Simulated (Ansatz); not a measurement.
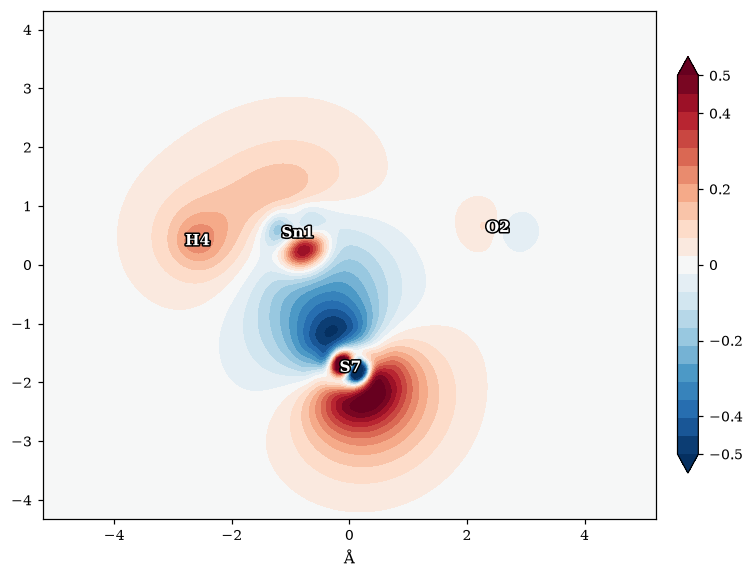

Figure 1: H4SSn···H2O. The HOMO−1 on the plane of atoms H4, Sn1 and S7 (values in Å⁻³ᐟ²; the overall sign is arbitrary).

Core potentials replace the inner electrons of Sn.

Method: RHF/def2-SVP (Ansatz 0.2.0).

```yaml
atoms:
  - { symbol: Sn, position_ang: [0.4158, -0.3705, -0.4820] }
  - { symbol: O, position_ang: [-1.0741, -0.5187, 2.5747] }
  - { symbol: H, position_ang: [-0.8380, 0.1186, 3.2319] }
  - { symbol: H, position_ang: [1.1932, -0.3978, -2.0067] }
  - { symbol: H, position_ang: [0.4870, 1.1892, 0.1881] }
  - { symbol: H, position_ang: [-1.1574, -0.9959, -0.6274] }
  - { symbol: S, position_ang: [1.7442, -1.7815, 1.0237] }
  - { symbol: H, position_ang: [1.5527, -2.9298, 0.3659] }
  - { symbol: H, position_ang: [-0.4233, -1.2042, 2.6446] }
```

Describe this orbital and give its energy.

By Hirshfeld shares it lies mainly on S7 (about 65 %) and Sn1 (about 20 %). Its energy is −11.21 eV.
